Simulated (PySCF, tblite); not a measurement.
# tetracyanoethylene (C₆N₄): dynamics, then NMR shifts on frames, part 1 of 2

Aim: move tetracyanoethylene (C₆N₄) (`N#CC(C#N)=C(C#N)C#N`) away from its starting geometry and see how NMR shifts follow the geometry.

Computed with tblite 0.8.0 and PySCF 2.14.0, with density-fitted response routines of our own, on a single molecule in the gas phase. Atoms count from 0, in the outputs and in this text.

## (1) The starting structure

10 atoms, charge 0, multiplicity 1; geometry from: GFN2-xTB.

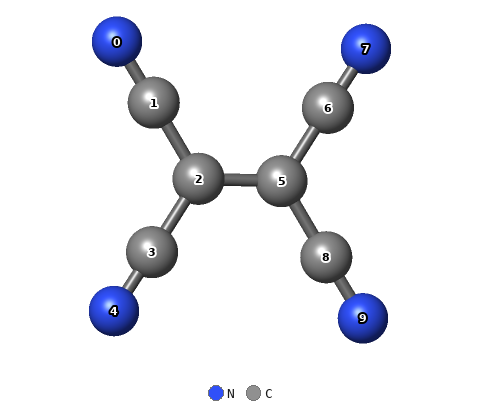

The starting geometry (nitrogen blue, carbon grey), atoms numbered.

## (2) A short Langevin run with GFN2-xTB

The job: settings as JSON, then the geometry in Å.

```
{"job": {"kind": "md", "xc": "GFN2-xTB", "basis": "xTB", "temperature": 600, "steps": 2000, "every": 50, "frames": 5}, "charge": 0, "multiplicity": 1}
N      1.929884    -2.230198    -0.429154
C      1.330704    -1.307578    -0.114682
C      0.598243    -0.161593     0.282586
C      1.179712     0.629643     1.304078
N      1.657946     1.261754     2.129193
C     -0.597033     0.161762    -0.286268
C     -1.178308    -0.628933    -1.308275
N     -1.655696    -1.260002    -2.134717
C     -1.328914     1.308438     0.110130
N     -1.927657     2.231362     0.424581
```

Level: GFN2-xTB Langevin dynamics, gas phase.

On the command line:

```sh
$ OMP_NUM_THREADS=1 python probes_run.py task.json out
```

The driver reads the jobs from task.json and runs them one after another.

Log:

```text
t/fs     T/K      E/eV
    0.0   508.5   -661.86891
   25.0   250.8   -661.52887
   50.0   385.9   -661.52661
   75.0   565.7   -661.46806
  100.0   388.1   -661.23036
  125.0   393.5   -661.24944
  150.0   404.0   -661.17847
  175.0   621.3   -661.42743
  200.0   458.9   -661.42039
  225.0   473.7   -661.39045
  250.0   329.9   -661.20602
  275.0   780.2   -661.58714
  300.0   712.9   -661.17348
  325.0   661.5   -661.32094
  350.0   577.4   -661.14835
  375.0   506.8   -661.38408
  400.0   324.4   -661.46431
  425.0   620.6   -661.39076
  450.0   462.0   -661.03901
  475.0   378.2   -661.14007
  500.0   369.6   -661.13494
  525.0   436.1   -661.07011
  550.0   726.0   -661.22723
  575.0   531.8   -661.23106
  600.0   766.3   -661.33289
  625.0   522.6   -661.24717
  650.0   495.6   -661.28086
  675.0   590.9   -661.23236
  700.0   771.3   -661.45058
  725.0   423.3   -661.14521
  750.0   702.3   -661.51887
  775.0   658.6   -661.11775
  800.0   702.6   -661.14954
  825.0   579.7   -661.14222
  850.0   677.1   -661.42205
  875.0   713.5   -661.45001
  900.0   653.9   -661.22790
  925.0   595.8   -661.20437
  950.0   655.4   -661.36076
  975.0   729.6   -661.29185
 1000.0   773.9   -661.28354
```

Wall time 10 s (1 thread of Arm Neoverse V1, shared host); peak memory 0.18 GiB.

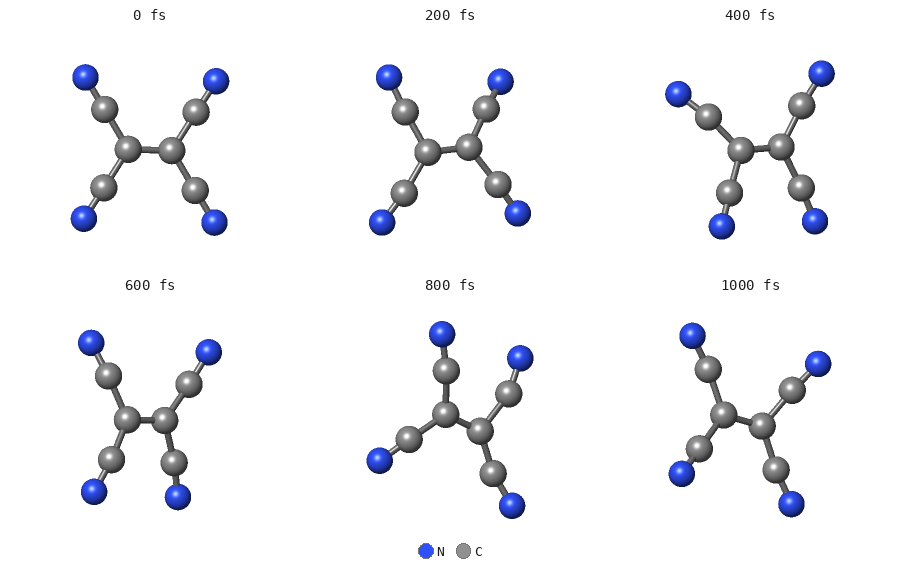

Frames of the run.

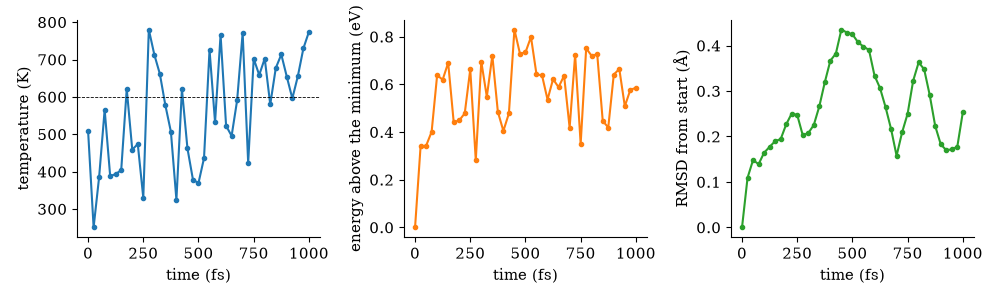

Temperature, potential energy and distance from the start.

Positions (Å) and forces (eV/Å) at 1000 fs:

```xyz
10

N     0.705   -2.357   -0.047   -0.928    2.403    0.024
C     0.272   -1.290    0.130    0.139   -0.633    1.287
C    -0.232   -0.014    0.673    0.192    0.011    0.622
C     0.202    0.375    2.067   -1.113   -1.348   -5.460
N     0.503    0.657    3.107    0.730    0.730    2.785
C    -1.180    0.750   -0.013    0.641   -1.773    1.021
C    -1.959    0.004   -0.967    0.393    1.208   -0.199
N    -2.629   -0.511   -1.738    0.084   -0.160    0.179
C    -1.608    2.026    0.434   -0.753    0.391   -0.027
N    -2.071    3.035    0.745    0.616   -0.830   -0.230
```

## (3) Nuclear shieldings: 250 fs, PBE0/pcSseg-1

The job: settings as JSON, then the geometry in Å.

```
{"job": {"kind": "nmr", "xc": "PBE0", "basis": "pcSseg-1", "pop": false}, "charge": 0, "multiplicity": 1}
N      1.938900    -2.216000    -0.332700
C      1.236400    -1.408100    -0.007300
C      0.428700    -0.277700     0.422300
C      0.916000     0.502800     1.442700
N      1.602100     1.176100     2.091400
C     -0.567000     0.183400    -0.358300
C     -0.936400    -0.557200    -1.521900
N     -1.286400    -0.965000    -2.531100
C     -1.478700     1.197100    -0.369300
N     -2.379100     1.947200    -0.187000
```

Level: GIAO PBE0/pcSseg-1 NMR shielding, non-relativistic, gas phase.

Log:

```text
coarse grid: 10768 points
cycle   1  E = -446.6619795329  dE =  2.085e+00  |g| = 8.721e-01  |ddm| = 3.750e+00
cycle   2  E = -445.3287893391  dE =  1.333e+00  |g| = 2.576e+00  |ddm| = 3.531e+00
cycle   3  E = -446.8510929741  dE = -1.522e+00  |g| = 1.115e-01  |ddm| = 2.686e+00
cycle   4  E = -446.8493250778  dE =  1.768e-03  |g| = 1.445e-01  |ddm| = 1.974e-01
cycle   5  E = -446.8539139573  dE = -4.589e-03  |g| = 1.340e-02  |ddm| = 1.182e-01
cycle   6  E = -446.8539437117  dE = -2.975e-05  |g| = 6.907e-03  |ddm| = 1.557e-02
cycle   7  E = -446.8539509821  dE = -7.270e-06  |g| = 3.876e-03  |ddm| = 7.716e-03
cycle   8  E = -446.8539542760  dE = -3.294e-06  |g| = 6.073e-04  |ddm| = 3.515e-03
final grid: 111216 points
cycle   9  E = -446.9094201498  dE = -2.160e-05  |g| = 3.931e-03  |ddm| = 3.319e-02
cycle  10  E = -446.9094183220  dE =  1.828e-06  |g| = 5.084e-03  |ddm| = 8.643e-03
cycle  11  E = -446.9094218648  dE = -3.543e-06  |g| = 2.714e-03  |ddm| = 5.496e-03
cycle  12  E = -446.9094235275  dE = -1.663e-06  |g| = 3.805e-04  |ddm| = 2.193e-03
cycle  13  E = -446.9094235558  dE = -2.822e-08  |g| = 1.581e-04  |ddm| = 4.148e-04
cycle  14  E = -446.9094235605  dE = -4.706e-09  |g| = 5.607e-05  |ddm| = 1.436e-04
cycle  15  E = -446.9094235611  dE = -6.303e-10  |g| = 1.698e-05  |ddm| = 5.132e-05
converged SCF energy = -446.9094235611

GIAO shielding tensors (ppm)
atom      isotropic    diamagn.    paramagn.     s11        s22        s33       span
  0 N      -71.978     338.204    -410.182   -226.515   -220.113    230.693    457.208
  1 C       75.139     258.431    -183.292    -34.054    -29.812    289.285    323.339
  2 C       79.368     248.531    -169.162    -28.782    109.318    157.569    186.351
  3 C       66.573     256.698    -190.125    -51.230    -45.289    296.239    347.469
  4 N     -117.634     336.717    -454.351   -282.273   -246.609    175.981    458.254
  5 C       76.125     247.733    -171.608    -24.580     90.045    162.911    187.491
  6 C       67.423     258.339    -190.916    -48.134    -43.166    293.568    341.702
  7 N      -92.260     336.817    -429.078   -247.119   -221.745    192.083    439.202
  8 C       66.211     256.207    -189.996    -56.696    -48.893    304.221    360.917
  9 N     -148.663     335.947    -484.609   -311.910   -244.668    110.590    422.501
```

It took 23 s on 1 thread of Arm Neoverse V1, shared host; peak memory 0.71 GiB.

The references, computed at this level on geometries of the same kind, shield at (ppm): ¹³C TMS 186.9, ¹⁵N NH3 267.7. Their shielding less the atom's gives the shift. The references are single molecules in the gas phase, so shifts against H2O, NH3, PH3, H3PO4 or CFCl3 are not on the usual liquid scales and can be off by tens of ppm. Each atom is listed at this fixed geometry, with no averaging over motion; a spectrum would average atoms that exchange fast.

```csv
atoms,environment,σ (ppm),δ (ppm)
C8,nitrile carbon,66.2,120.7
C3,nitrile carbon,66.6,120.4
C6,nitrile carbon,67.4,119.5
C1,nitrile carbon,75.1,111.8
C5,fully substituted alkene carbon,76.1,110.8
C2,fully substituted alkene carbon,79.4,107.6
N9,nitrile nitrogen,-148.7,416.4
N4,nitrile nitrogen,-117.6,385.4
N7,nitrile nitrogen,-92.3,360.0
N0,nitrile nitrogen,-72.0,339.7
```

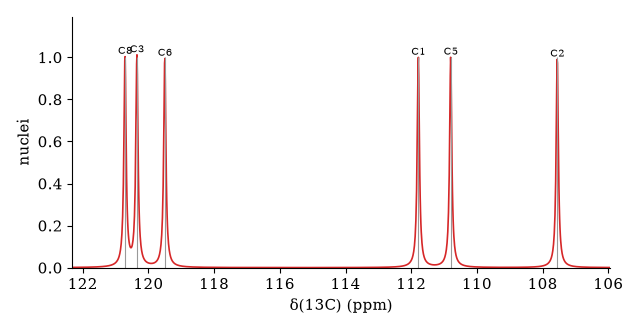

¹³C lines at the computed shifts, without couplings. Lines are broadened to a width of 0.08 ppm (Lorentzian).

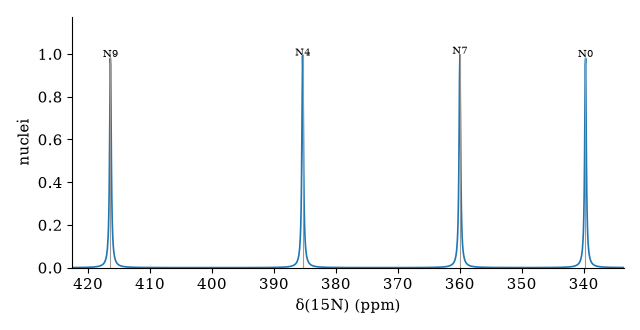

¹⁵N lines at the computed shifts, without couplings. Lines are broadened to a width of 0.31 ppm (Lorentzian).

The fields below are evaluated on a grid from the run's orbitals.

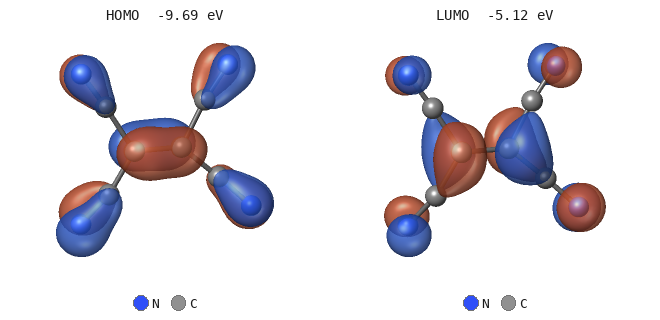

Frontier orbitals at PBE0/pcSseg-1; each surface holds 70 % of the orbital's density, blue and red mark the sign.

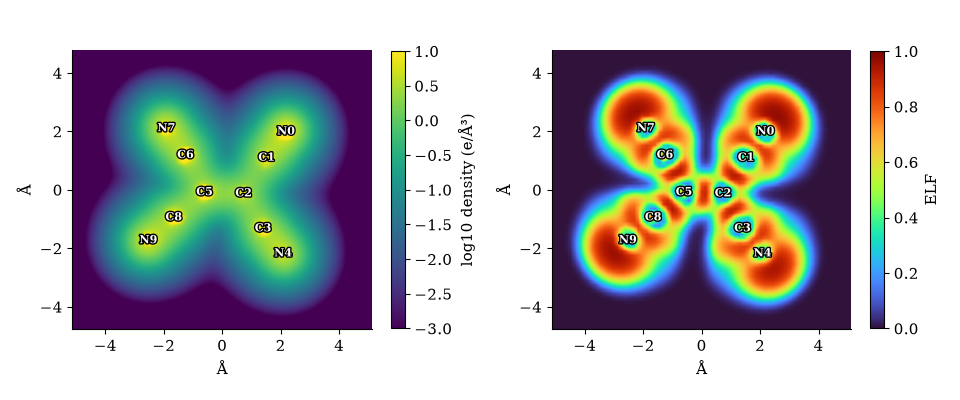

Density (left) and ELF (right) in a plane through or near 10 of the atoms.

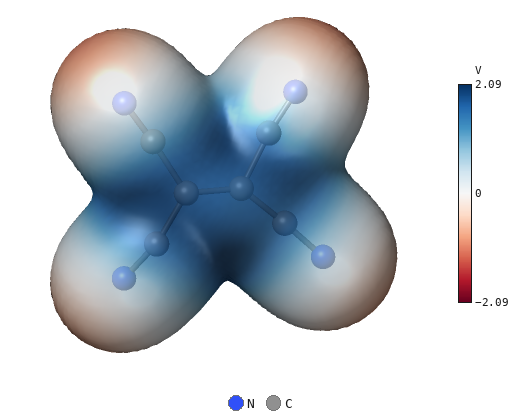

The potential that a unit positive charge feels on the 0.002 e/bohr³ surface, from the 1st to the 99th percentile, from -0.96 V near N7 to 2.09 V near C3.

(Continued in part 2 of 2.)
